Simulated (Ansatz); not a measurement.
# PHF2 (triplet): the correlation ladder, cc-pVDZ

Aim: climb from Hartree-Fock through coupled cluster for PHF2 (triplet) at one geometry and basis, and see what each rung misses.

The runs use Ansatz 0.2.0, Gaussian basis; cc-pVDZ, core rule «outside noble gas», up to 7 orbitals frozen.

The runs, in order: UHF; CCSD(T) on ROHF; CCSD(T) on UHF; BCCD(T) on ROHF; CISD as a restricted active space (open shells left free, so some higher excitations enter); CCSDT(Q) on ROHF; CCSDT(Q) on UHF.

12 further runs of the same task are left out: 6 for a known fault of the program, 6 set aside as unsound or not needed. Runs told in other sessions of the task aren't counted.

**1. The geometry**

The geometry is a PBE0/def2-TZVP stationary point (not a proven minimum).

4 atoms, charge 0, spin multiplicity 3.

Atoms are counted from 1 here; the program's logs count them from 0.

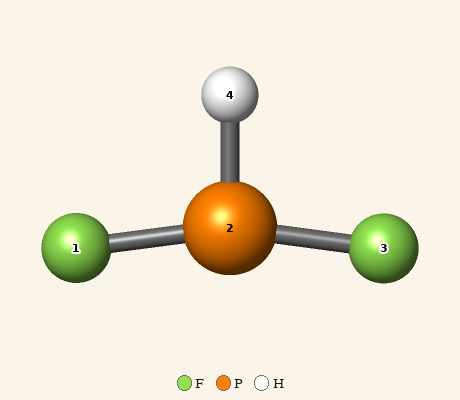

The geometry (fluorine green, phosphorus orange, hydrogen white); atoms are numbered from 1 in the order of the file.

In the tables R marks a restricted open-shell determinant and U an unrestricted one; energies count from the table's Hartree-Fock row.

**2. UHF**

in.yaml

```yaml
crystal:
  periodic: [false, false, false]
  atoms:
    - {symbol: F, position_ang: [0.000000, -0.118388, 1.617771]}
    - {symbol: P, position_ang: [0.000000, 0.096465, 0.000000]}
    - {symbol: F, position_ang: [0.000000, -0.118388, -1.617771]}
    - {symbol: H, position_ang: [0.000000, 1.498583, 0.000000]}
basis:
  gaussian: {orbitals: cc-pVDZ}
magnetization: {spin_polarized: true, initial_magnetization: 2}
hamiltonian: {xc: hf}
output: {orbitals: {seedname: orbitals}}
```

Started as:

```bash
$ ansatz run in.yaml --threads 1 --pin off --events-out ev --progress --plain --max-ram 2816MiB --backend cpu
```

Log:

```text
Functional definition: HF
  name "HF"
  cite "Fock, Z. Phys. 61, 126 (1930) doi:10.1007/BF01340294"
  parent pbe
  exchange = exact_x
  correlation = 0
494 factors; integrals over basis functions are off by at most 1.2e-3 eV
mean field evaluation 1: about -14696.0115 eV, gradient 2.1e1 eV
mean field evaluation 2: about -14696.0666 eV, gradient 2.1e1 eV
mean field evaluation 4: about -14698.0356 eV, gradient 2.4e0 eV
mean field evaluation 8: about -14698.1141 eV, gradient 3.6e-1 eV
mean field -14698.11722121 eV, -540.1458451376 hartree, gradient 6.1e-5 eV, S^2 2.012899; 0 other end points of the search recorded, 0 dependent functions left out
reference -14698.11722121 eV, -540.1458451376 hartree; 18, 16 occupied and 33, 35 virtual orbitals, 494 factors
Total energy: -14698.11722121 eV, -540.1458451376 hartree
```

It took 0.94 s on 1 thread of AMD EPYC 7R13, shared host.

From the report: ⟨S²⟩ of the determinant 2.013 (pure triplet: 2.00).

**3. CCSD(T) on ROHF**

in.yaml: that of step 2 with these lines changed.

```diff
@@ -9,4 +9,4 @@
   gaussian: {orbitals: cc-pVDZ}
-magnetization: {spin_polarized: true, initial_magnetization: 2}
-hamiltonian: {xc: hf}
-output: {orbitals: {seedname: orbitals}}
+magnetization: {spin_polarized: false, initial_magnetization: 2}
+correlation: {method: ccsd_t, electrons: outside_noble_gas}
+output: {forces: true}
```

The command is unchanged.

Log, shortened:

```text
Functional definition: HF
  name "HF"
  cite "Fock, Z. Phys. 61, 126 (1930) doi:10.1007/BF01340294"
  parent pbe
[...]
494 factors; integrals over basis functions are off by at most 1.2e-3 eV
[...]
mean field -14697.97420261 eV, -540.1405893011 hartree, gradient 2.0e-6 eV, S^2 2.000000; 0 other end points of the search recorded, 0 dependent functions left out
[...]
7 core orbitals not correlated: weight in the atoms' cores, before any rotation towards them, 1.000 or more for the frozen orbitals, at most 0.000 for the correlated occupied ones
reference -14697.97420261 eV, -540.1405893011 hartree; 11, 9 occupied and 33, 35 virtual orbitals, 494 factors
second order -12.96283385 eV of doubles, -0.07940491 eV of singles
cycle   1  -13.03313990 eV  change    1.1e-2 eV  update   9.6e-2
[...]
cycle  13  -13.46920714 eV  change    8.1e-7 eV  update   1.3e-6
perturbative correction -0.26087449 eV, -0.0095869607 hartree
[...]
Total energy: -14711.70428424 eV, -540.6451604946 hartree
Atom 0 at     0.000000    -0.118388     1.617771 Å, force    -0.000000    -0.165988     1.619927 eV/Å
Atom 1 at     0.000000     0.096465     0.000000 Å, force    -0.000000     0.107918     0.000000 eV/Å
Atom 2 at     0.000000    -0.118388    -1.617771 Å, force    -0.000000    -0.165988    -1.619927 eV/Å
Atom 3 at     0.000000     1.498583     0.000000 Å, force    -0.000000     0.224058    -0.000000 eV/Å
Dipole moment:     0.000000     0.179971     0.000000 e Å
```

Run time: 8.5 s. Hardware: 1 thread of AMD EPYC 7R13, shared host; peak memory 0.26 GiB.

From the report: correlation -13.7301 eV; T1 0.022; largest double amplitude 0.03.

**4. CCSD(T) on UHF**

in.yaml: that of step 3 with these lines changed.

```diff
@@ -9,3 +9,3 @@
   gaussian: {orbitals: cc-pVDZ}
-magnetization: {spin_polarized: false, initial_magnetization: 2}
+magnetization: {spin_polarized: true, initial_magnetization: 2}
 correlation: {method: ccsd_t, electrons: outside_noble_gas}
```

The command is unchanged.

Log, shortened:

```text
Functional definition: HF
  name "HF"
  cite "Fock, Z. Phys. 61, 126 (1930) doi:10.1007/BF01340294"
  parent pbe
[...]
494 factors; integrals over basis functions are off by at most 1.2e-3 eV
[...]
mean field -14698.11722121 eV, -540.1458451376 hartree, gradient 3.1e-6 eV, S^2 2.012899; 0 other end points of the search recorded, 0 dependent functions left out
7 core orbitals not correlated: weight in the atoms' cores, before any rotation towards them, 1.000 or more for the frozen orbitals, at most 0.000 for the correlated occupied ones
reference -14698.11722121 eV, -540.1458451376 hartree; 11, 9 occupied and 33, 35 virtual orbitals, 494 factors
second order -12.87880079 eV of doubles, -0.00000000 eV of singles
cycle   1  -12.91131569 eV  change   -3.3e-2 eV  update   9.2e-2
[...]
cycle  13  -13.32972739 eV  change    7.8e-7 eV  update   1.3e-6
perturbative correction -0.25624477 eV, -0.0094168216 hartree
[...]
Total energy: -14711.70319336 eV, -540.6451204054 hartree
Atom 0 at     0.000000    -0.118388     1.617771 Å, force     0.000000    -0.165362     1.616317 eV/Å
Atom 1 at     0.000000     0.096465     0.000000 Å, force     0.000000     0.108326     0.000000 eV/Å
Atom 2 at     0.000000    -0.118388    -1.617771 Å, force    -0.000000    -0.165362    -1.616317 eV/Å
Atom 3 at     0.000000     1.498583     0.000000 Å, force     0.000000     0.222398    -0.000000 eV/Å
Dipole moment:     0.000000     0.179972    -0.000000 e Å
```

It took 8.5 s on 1 thread of AMD EPYC 7R13, shared host; peak memory 0.25 GiB.

From the report: ⟨S²⟩ of the determinant 2.013 (pure triplet: 2.00); correlation -13.5860 eV; T1 0.018; largest double amplitude 0.03.

**5. BCCD(T) on ROHF**

in.yaml: that of step 4 with these lines changed.

```diff
@@ -9,4 +9,3 @@
   gaussian: {orbitals: cc-pVDZ}
-magnetization: {spin_polarized: true, initial_magnetization: 2}
-correlation: {method: ccsd_t, electrons: outside_noble_gas}
-output: {forces: true}
+magnetization: {spin_polarized: false, initial_magnetization: 2}
+correlation: {method: bccd_t, electrons: outside_noble_gas}
```

Launched as before.

Log, shortened:

```text
Functional definition: HF
  name "HF"
  cite "Fock, Z. Phys. 61, 126 (1930) doi:10.1007/BF01340294"
  parent pbe
[...]
494 factors; integrals over basis functions are off by at most 1.2e-3 eV
[...]
mean field -14697.97420261 eV, -540.1405893011 hartree, gradient 2.0e-6 eV, S^2 2.000000; 0 other end points of the search recorded, 0 dependent functions left out
[...]
7 core orbitals not correlated: weight in the atoms' cores, before any rotation towards them, 1.000 or more for the frozen orbitals, at most 0.000 for the correlated occupied ones
reference -14697.97420261 eV, -540.1405893011 hartree; 11, 9 occupied and 33, 35 virtual orbitals, 494 factors
second order -12.96283385 eV of doubles, -0.07940491 eV of singles
cycle   1  -13.04500804 eV  change   -6.2e-4 eV  update   9.6e-2
[...]
cycle  11  -13.43091397 eV  change   -1.9e-5 eV  update   1.7e-5
perturbative correction -0.30498326 eV, -0.0112079282 hartree
Total energy: -14711.71009984 eV, -540.6453742138 hartree
```

Run time: 2.7 s. Hardware: 1 thread of AMD EPYC 7R13, shared host.

From the report: correlation -13.7359 eV; largest double amplitude 0.03.

**6. CISD as a restricted active space (open shells left free, so some higher excitations enter)**

in.yaml: that of step 5 with these lines changed.

```diff
@@ -10,2 +10,2 @@
 magnetization: {spin_polarized: false, initial_magnetization: 2}
-correlation: {method: bccd_t, electrons: outside_noble_gas}
+correlation: {active_space: {ras: {orbitals: [9, 2, 33], electrons: 20, max_holes: 2, max_particles: 2}, fixed_orbitals: true}}
```

Same command.

Log:

```text
Functional definition: HF
  name "HF"
  cite "Fock, Z. Phys. 61, 126 (1930) doi:10.1007/BF01340294"
  parent pbe
  exchange = exact_x
  correlation = 0
494 factors; integrals over basis functions are off by at most 1.2e-3 eV
mean field evaluation 1: about -14695.7548 eV, gradient 3.0e1 eV
mean field evaluation 2: about -14695.8043 eV, gradient 3.0e1 eV
mean field evaluation 4: about -14697.9246 eV, gradient 2.8e0 eV
mean field evaluation 8: about -14697.9739 eV, gradient 2.0e-1 eV
mean field evaluation 16: about -14697.9742 eV, gradient 2.0e-6 eV
mean field -14697.97420261 eV, -540.1405893011 hartree, gradient 2.0e-6 eV, S^2 2.000000; 0 other end points of the search recorded, 0 dependent functions left out
reference -14697.97420261 eV, -540.1405893011 hartree; 18, 16 occupied and 33, 35 virtual orbitals, 494 factors
state -14710.18754032 eV, -540.5894211834 hartree
Total energy: -14710.18754032 eV, -540.5894211834 hartree
```

It took 22 s on 1 thread of AMD EPYC 7R13, shared host.

From the report: 188,240 determinants.

**7. CCSDT(Q) on ROHF**

in.yaml: that of step 6 with these lines changed.

```diff
@@ -10,2 +10,2 @@
 magnetization: {spin_polarized: false, initial_magnetization: 2}
-correlation: {active_space: {ras: {orbitals: [9, 2, 33], electrons: 20, max_holes: 2, max_particles: 2}, fixed_orbitals: true}}
+correlation: {method: ccsdt_q, electrons: outside_noble_gas}
```

Started as:

```bash
$ ansatz run in.yaml --threads 2 --pin off --events-out ev --progress --plain --max-ram 16896MiB --backend cuda --devices 0, --max-vram 18GiB
```

Log, shortened:

```text
Functional definition: HF
  name "HF"
  cite "Fock, Z. Phys. 61, 126 (1930) doi:10.1007/BF01340294"
  parent pbe
[...]
890 factors; integrals over basis functions are off by at most 2.2e-7 eV
[...]
mean field -14697.97442668 eV, -540.1405975357 hartree, gradient 2.2e-6 eV, S^2 2.000000; 0 other end points of the search recorded, 0 dependent functions left out
[...]
7 core orbitals not correlated: weight in the atoms' cores, before any rotation towards them, 1.000 or more for the frozen orbitals, at most 0.000 for the correlated occupied ones
reference -14697.97442668 eV, -540.1405975357 hartree; 11, 9 occupied and 33, 35 virtual orbitals, 890 factors
second order -12.96287113 eV of doubles, -0.07940425 eV of singles
cycle   1  -13.03315819 eV  change    1.1e-2 eV  update   1.1e-1
[...]
cycle  17  -13.75291144 eV  change   -4.9e-7 eV  update   8.4e-7
perturbative correction -0.02683603 eV, -0.0009862061 hartree
Total energy: -14711.75417416 eV, -540.6469939152 hartree
```

Run time: 13 s. Hardware: 1 × H100 (card shared with other runs) with 2 threads of AMD EPYC 7R13, shared host; peak host memory 1.1 GiB.

From the report: correlation -13.7797 eV; T1 0.021; largest double amplitude 0.03.

**8. CCSDT(Q) on UHF**

in.yaml: that of step 7 with these lines changed.

```diff
@@ -9,3 +9,3 @@
   gaussian: {orbitals: cc-pVDZ}
-magnetization: {spin_polarized: false, initial_magnetization: 2}
+magnetization: {spin_polarized: true, initial_magnetization: 2}
 correlation: {method: ccsdt_q, electrons: outside_noble_gas}
```

Same command.

Log, shortened:

```text
Functional definition: HF
  name "HF"
  cite "Fock, Z. Phys. 61, 126 (1930) doi:10.1007/BF01340294"
  parent pbe
[...]
890 factors; integrals over basis functions are off by at most 2.2e-7 eV
[...]
mean field -14698.11744409 eV, -540.1458533286 hartree, gradient 2.5e-6 eV, S^2 2.012899; 0 other end points of the search recorded, 0 dependent functions left out
7 core orbitals not correlated: weight in the atoms' cores, before any rotation towards them, 1.000 or more for the frozen orbitals, at most 0.000 for the correlated occupied ones
reference -14698.11744409 eV, -540.1458533286 hartree; 11, 9 occupied and 33, 35 virtual orbitals, 890 factors
second order -12.87883864 eV of doubles, -0.00000000 eV of singles
cycle   1  -12.91133463 eV  change   -3.2e-2 eV  update   1.0e-1
[...]
cycle  17  -13.61018878 eV  change   -2.6e-7 eV  update   8.7e-7
perturbative correction -0.03149948 eV, -0.0011575845 hartree
Total energy: -14711.75913235 eV, -540.6471761253 hartree
```

It took 13 s on 1 × H100 (card shared with other runs) with 2 threads of AMD EPYC 7R13, shared host; peak host memory 0.98 GiB.

From the report: ⟨S²⟩ of the determinant 2.013 (pure triplet: 2.00); correlation -13.6417 eV; T1 0.018; largest double amplitude 0.03.

**9. Misses and costs**

The yardstick is UCCSDT(Q), where the cluster series has nearly closed. Rows without a time are mean-field rows or come out of runs for another level: lower rungs of the coupled-cluster runs, or the Hartree-Fock search. The times of RCCSD(T), UCCSD(T) include forces.

Differences are taken before rounding.

```tsv
method	energy from the lowest ROHF (meV)	from UCCSDT(Q) (meV)	time
ROHF	0.0	+13784.9	
UHF	-143.0	+13641.9	
RMP2	-13042.2	+742.7	
UMP2	-13021.8	+763.1	
CISD	-12213.3	+1571.6	22 s
RCCSD	-13469.2	+315.7	
UCCSD	-13472.7	+312.2	
RCCSD(T)	-13730.1	+54.8	8.5 s
UCCSD(T)	-13729.0	+55.9	8.5 s
BCCD(T)	-13735.9	+49.0	2.7 s
RCCSDT	-13753.1	+31.8	
UCCSDT	-13753.4	+31.5	
RCCSDT(Q)	-13780.0	+5.0	13 s (GPU)
UCCSDT(Q)	-13784.9	0	13 s (GPU)
```

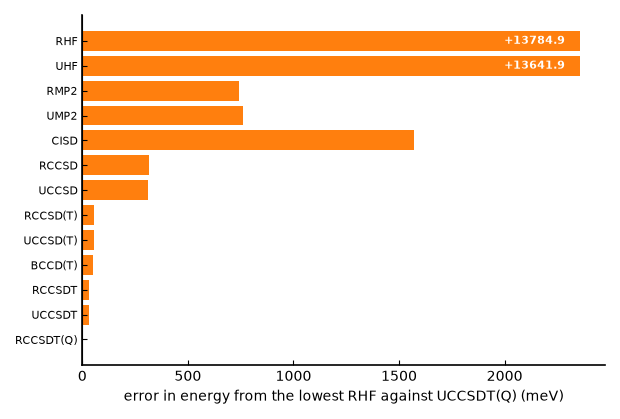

Error of each method against UCCSDT(Q). Bars with a number in them are cut short.

Some runs used a GPU and others CPU threads alone; cost is compared among the CPU runs only.

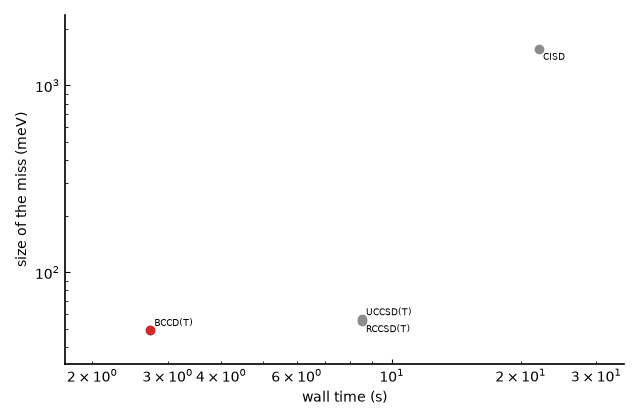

Accuracy for the time spent; red marks the levels that beat every quicker one drawn. Times are from a shared host.

With the free atoms at the same levels and basis (separate runs), the atomisation energy is 8.182 eV at UCCSDT(Q), 8.149 eV at RCCSD(T), 8.146 eV at UCCSD(T), 5.131 eV at ROHF.

**10. Summary of results**

| quantity | value |
| --- | --- |
| UCCSDT(Q) from the ROHF energy | -13.7849 eV |
| RMP2 from UCCSDT(Q) | +742.7 meV |
| UMP2 from UCCSDT(Q) | +763.1 meV |
| RCCSD from UCCSDT(Q) | +315.7 meV |
| RCCSD(T) from UCCSDT(Q) | +54.8 meV |
| UCCSD(T) from UCCSDT(Q) | +55.9 meV |
| RCCSDT(Q) from UCCSDT(Q) | +5.0 meV |
| levels within 1 kcal/mol (43 meV) | RCCSDT, UCCSDT, RCCSDT(Q) |
| T1 diagnostic | 0.022 |

RCCSD(T) misses by +54.8 meV, 0.4 % of the correlation energy. These misses are within one basis, not against nature; the frozen cores of restricted and unrestricted runs differ, which can shift their rows.

With open shells the CI space here admits some higher excitations, so it is larger than plain CISD.

For cost: BCCD(T) gets within 49.0 meV in 2.7 s.
